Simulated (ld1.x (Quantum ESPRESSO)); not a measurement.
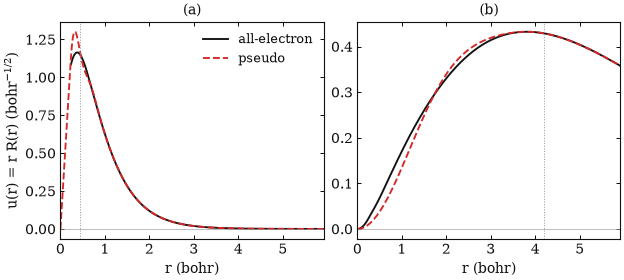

Pseudo-waves (dashed) against the all-electron radial functions (solid). Dotted lines mark the matching radii. The all-electron curves start outside the innermost oscillations, which aren't drawn.

ld1.x (Quantum ESPRESSO) 7.5, LDA (PZ), scalar-relativistic. The levels are (a) -52.54 eV, (b) -1.58 eV.

### Identify the atom and the shell in each panel.

Lithium (Li), core none, valence 1s2 2s0 2p1 (neutral): (a) 1s, (b) 2p.

### Are the pseudo-waves norm-conserving?

Yes. The TM scheme keeps the all-electron norm inside the radius.
